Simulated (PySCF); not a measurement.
# [La(NH2)4]−: how settings move a single point

Aim: repeat the single point on relaxed [La(NH2)4]− with altered settings, some of them bad on purpose. The species was built from a template and needn't be a known compound.

Method: TPSS, La lcecp-1-SVP with ECP46, N def2-SVP, H def2-SVP; scalar-relativistic core potentials, no spin–orbit coupling; program: PySCF 2.14.0.

5 further runs of the same task are left out: 2 for a known fault of the program, 2 that didn't finish, 1 set aside as unsound or not needed.

### 1 The starting structure

13 atoms, charge -1, spin multiplicity 1.

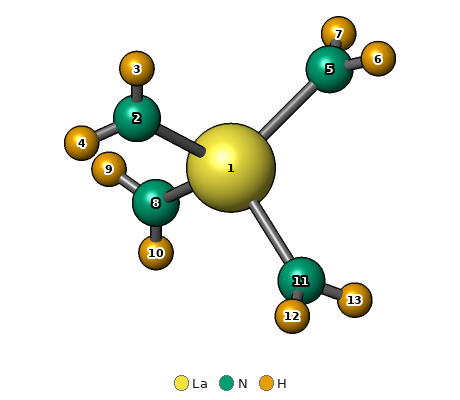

The geometry (lanthanum yellow, nitrogen teal, hydrogen amber); atoms are numbered from 1 in the order of the file.

As a file:

```xyz
13
H8LaN4
La    0.0000    0.0000    0.0000
N     1.4394    1.3123    1.4077
H     1.4382    1.4965    2.4211
H     2.3084    1.7524    1.0675
N    -1.4393   -1.4077    1.3123
H    -2.3083   -1.0672    1.7527
H    -1.4384   -2.4210    1.4965
N     1.4394   -1.3123   -1.4077
H     2.3084   -1.7524   -1.0675
H     1.4382   -1.4965   -2.4211
N    -1.4393    1.4077   -1.3123
H    -1.4384    2.4210   -1.4965
H    -2.3083    1.0672   -1.7527
```

Formal oxidation states: La +3. The 4f shell is empty and lies in the core potential. An earlier session relaxed this geometry at TPSS, La lcecp-1-SVP with ECP46, N def2-SVP, H def2-SVP (singlet, point group S4).

The sound run used a (50, 194) grid (finer on f atoms), a threshold of 1e-8 and at most 55 cycles, and ended at -255.404920 Eh.

### 2 Altered run 1

Contents of run.py (the lines that set the calculation):

```python
mol = gto.M(atom='''
La     0.00004     0.00000     0.00000
N      1.43944     1.31232     1.40773
H      1.43818     1.49651     2.42111
H      2.30842     1.75243     1.06752
N     -1.43934    -1.40771     1.31231
H     -2.30828    -1.06715     1.75269
H     -1.43844    -2.42099     1.49652
N      1.43944    -1.31232    -1.40773
H      2.30842    -1.75243    -1.06752
H      1.43818    -1.49651    -2.42111
N     -1.43934     1.40771    -1.31231
H     -1.43844     2.42099    -1.49652
H     -2.30828     1.06715    -1.75269''',
    basis={'La': 'lcecp-1-SVP', 'N': 'def2-SVP', 'H': 'def2-SVP'},
    ecp={'La': 'lcecp-1-SVP'},
    charge=-1, spin=0)
mf = dft.RKS(mol, xc='TPSS')
mf.grids.atom_grid = (50, 194)  # f atoms: unpruned, at least (60, 302)
mf = mf.density_fit()  # fitting sets: La AutoAux, N def2-universal-JKFIT, H def2-universal-JKFIT
mf.conv_tol = 0.0001; mf.max_cycle = 55
mf.kernel(dm0)  # dm0: free metal ions and neutral atoms
```

Started as:

```
OMP_NUM_THREADS=2 python run.py
```

What it wrote:

```text
init E= -261.463826447757
  HOMO = 0.00695508263651148  LUMO = 0.100968072963013  gap/eV = 2.55822
cycle= 1 E= -255.124458049532  delta_E= 6.34  |g|=  1.1  |ddm|= 3.88
  HOMO = -0.118901748921421  LUMO = 0.104926790770016  gap/eV = 6.09068
cycle= 2 E= -254.565042255678  delta_E= 0.559  |g|= 1.87  |ddm|= 2.43
  HOMO = 0.0203132083571147  LUMO = 0.118981633480495  gap/eV = 2.68490
cycle= 3 E= -255.392950206555  delta_E= -0.828  |g|= 0.198  |ddm|= 1.74
  HOMO = 0.000258506316032767  LUMO = 0.111455314362498  gap/eV = 3.02582
cycle= 4 E= -255.403690318553  delta_E= -0.0107  |g|= 0.0569  |ddm|= 0.47
  HOMO = 0.00345634460251054  LUMO = 0.112941106626483  gap/eV = 2.97923
cycle= 5 E= -255.404912160052  delta_E= -0.00122  |g|= 0.00506  |ddm|= 0.126
  HOMO = 0.00350434553833081  LUMO = 0.11294185238452  gap/eV = 2.97795
cycle= 6 E= -255.404920321169  delta_E= -8.16e-06  |g|= 0.00066  |ddm|= 0.0111
  HOMO = 0.00357406926546869  LUMO = 0.112986770107533  gap/eV = 2.97727
Extra cycle  E= -255.404920326662  delta_E= -5.49e-09  |g|= 0.000651  |ddm|= 0.00221
converged SCF energy = -255.404920326662
```

Run time: 13 s. Hardware: 2 threads of Arm Neoverse V1, shared host.

Changed: the SCF threshold (0.0001). It converges in 6 cycles, at the sound run's energy within 0.001 eV, with a largest force component of 0.01 eV/Å. The result survives the change.

### 3 Altered run 2

run.py (the lines that set the calculation), as its differences from that of step 2:

```diff
@@ -18,5 +18,5 @@
 mf = dft.RKS(mol, xc='TPSS')
-mf.grids.atom_grid = (50, 194)  # f atoms: unpruned, at least (60, 302)
+mf.grids.atom_grid = (40, 110)  # f atoms: unpruned
 mf = mf.density_fit()  # fitting sets: La AutoAux, N def2-universal-JKFIT, H def2-universal-JKFIT
-mf.conv_tol = 0.0001; mf.max_cycle = 55
+mf.conv_tol = 1e-08; mf.max_cycle = 55
 mf.kernel(dm0)  # dm0: free metal ions and neutral atoms
```

Started as:

```
OMP_NUM_THREADS=2 python run.py
```

What it wrote:

```text
init E= -261.462262518061
  HOMO = 0.0067798049291407  LUMO = 0.100653758503732  gap/eV = 2.55444
cycle= 1 E= -255.122989348283  delta_E= 6.34  |g|=  1.1  |ddm|= 3.88
  HOMO = -0.119467099880143  LUMO = 0.104486195614101  gap/eV = 6.09408
cycle= 2 E= -254.560940792004  delta_E= 0.562  |g|= 1.88  |ddm|= 2.43
  HOMO = 0.0200513247528884  LUMO = 0.118711802289067  gap/eV = 2.68469
cycle= 3 E= -255.392459384888  delta_E= -0.832  |g|= 0.198  |ddm|= 1.74
  HOMO = 4.78713975117728e-05  LUMO = 0.111066839305131  gap/eV = 3.02098
cycle= 4 E= -255.403164956853  delta_E= -0.0107  |g|= 0.0573  |ddm|= 0.47
  HOMO = 0.00320427917588501  LUMO = 0.112513555925258  gap/eV = 2.97446
cycle= 5 E= -255.404406328823  delta_E= -0.00124  |g|= 0.00489  |ddm|= 0.126
  HOMO = 0.0032319675988319  LUMO = 0.112506634191394  gap/eV = 2.97352
cycle= 6 E= -255.404414032951  delta_E= -7.7e-06  |g|= 0.000672  |ddm|= 0.0111
  HOMO = 0.0032899040181574  LUMO = 0.112540556276894  gap/eV = 2.97286
cycle= 7 E= -255.404414183744  delta_E= -1.51e-07  |g|= 0.000166  |ddm|= 0.00127
  HOMO = 0.00328861473892588  LUMO = 0.112540882286083  gap/eV = 2.97291
cycle= 8 E= -255.404414185096  delta_E= -1.35e-09  |g|= 0.000153  |ddm|= 0.000302
  HOMO = 0.00328222739587488  LUMO = 0.112540563789736  gap/eV = 2.97307
cycle= 9 E= -255.404414190803  delta_E= -5.71e-09  |g|= 2.8e-05  |ddm|= 0.000168
  HOMO = 0.00328013653953104  LUMO = 0.112539911972195  gap/eV = 2.97311
Extra cycle  E= -255.404414190188  delta_E= 6.15e-10  |g|= 5.71e-05  |ddm|= 9.27e-05
converged SCF energy = -255.404414190188
```

Wall time 9.6 s (2 threads of Arm Neoverse V1, shared host).

Changed: the integration grid, to (40, 110). It converges in 9 cycles, +0.014 eV from the sound run, with a largest force component of 0.04 eV/Å. The setting is unsound, so these numbers aren't the compound's.

### 4 Altered run 3

Contents of run.py (the lines that set the calculation):

```python
mol = gto.M(atom='''
La     0.00004     0.00000     0.00000
N      1.51141     1.37793     1.47812
H      1.51009     1.57133     2.54216
H      2.42384     1.84005     1.12089
N     -1.51131    -1.47810     1.37793
H     -2.42369    -1.12051     1.84032
H     -1.51036    -2.54204     1.57135
N      1.51141    -1.37793    -1.47812
H      2.42384    -1.84005    -1.12089
H      1.51009    -1.57133    -2.54216
N     -1.51131     1.47810    -1.37793
H     -1.51036     2.54204    -1.57135
H     -2.42369     1.12051    -1.84032''',
    basis={'La': 'lcecp-1-SVP', 'N': 'def2-SVP', 'H': 'def2-SVP'},
    ecp={'La': 'lcecp-1-SVP'},
    charge=-1, spin=0)
mf = dft.RKS(mol, xc='TPSS')
mf.grids.atom_grid = (50, 194)  # f atoms: unpruned, at least (60, 302)
mf = mf.density_fit()  # fitting sets: La AutoAux, N def2-universal-JKFIT, H def2-universal-JKFIT
mf.conv_tol = 1e-08; mf.max_cycle = 55
mf.kernel(dm0)  # dm0: free metal ions and neutral atoms
```

Started as:

```
OMP_NUM_THREADS=2 python run.py
```

What it wrote:

```text
init E= -261.146375091903
  HOMO = 0.0146552860418086  LUMO = 0.0969581655661358  gap/eV = 2.23958
cycle= 1 E= -254.980994377821  delta_E= 6.17  |g|= 1.29  |ddm|= 3.83
  HOMO = -0.162348165128769  LUMO = 0.092914011549059  gap/eV = 6.94604
cycle= 2 E= -254.063924344449  delta_E= 0.917  |g|= 2.34  |ddm|=  2.9
  HOMO = 0.0144670665425659  LUMO = 0.114993117260436  gap/eV = 2.73545
cycle= 3 E= -255.360920769287  delta_E= -1.3  |g|= 0.22  |ddm|= 2.02
  HOMO = -0.00386302226316561  LUMO = 0.105435487322989  gap/eV = 2.97416
cycle= 4 E= -255.376675521468  delta_E= -0.0158  |g|= 0.082  |ddm|= 0.598
  HOMO = 0.00121416653552811  LUMO = 0.108310546950108  gap/eV = 2.91424
cycle= 5 E= -255.379496782872  delta_E= -0.00282  |g|= 0.00621  |ddm|= 0.178
  HOMO = 0.00101663327526086  LUMO = 0.10818654211684  gap/eV = 2.91624
cycle= 6 E= -255.379510718443  delta_E= -1.39e-05  |g|= 0.00112  |ddm|= 0.0152
  HOMO = 0.00102554799406718  LUMO = 0.108209905601566  gap/eV = 2.91663
cycle= 7 E= -255.379511102832  delta_E= -3.84e-07  |g|= 0.00032  |ddm|= 0.00178
  HOMO = 0.00102626588342232  LUMO = 0.108210562971809  gap/eV = 2.91663
cycle= 8 E= -255.379511108179  delta_E= -5.35e-09  |g|= 0.000294  |ddm|= 0.000551
  HOMO = 0.00101269423084391  LUMO = 0.108210550290529  gap/eV = 2.91700
cycle= 9 E= -255.379511130347  delta_E= -2.22e-08  |g|= 3.3e-05  |ddm|= 0.000291
  HOMO = 0.00101203791178983  LUMO = 0.108210411424999  gap/eV = 2.91702
cycle= 10 E= -255.379511130703  delta_E= -3.56e-10  |g|= 8.83e-07  |ddm|= 4.44e-05
  HOMO = 0.00101206778647346  LUMO = 0.108210395552703  gap/eV = 2.91702
Extra cycle  E= -255.379511130703  delta_E= -4.55e-13  |g|= 1.46e-06  |ddm|= 3.27e-06
converged SCF energy = -255.379511130703
```

It took 16 s on 2 threads of Arm Neoverse V1, shared host.

Changed: the scale of all coordinates (1.05). It converges in 10 cycles, +0.691 eV from the sound run, with a largest force component of 1.77 eV/Å. The setting is unsound, so these numbers aren't the compound's.

### 5 Results

| run | changed | ending | energy change (eV) | cycles | time | usable |
| --- | --- | --- | --- | --- | --- | --- |
| 1 | the SCF threshold | converged | 0.000 | 6 | 13 s | yes |
| 2 | the integration grid | converged | +0.014 | 9 | 9.6 s | no |
| 3 | the scale of all coordinates | converged | +0.691 | 10 | 16 s | no |

1 of 3 altered runs gives a usable result. 2 ended normally with numbers unfit to quote.
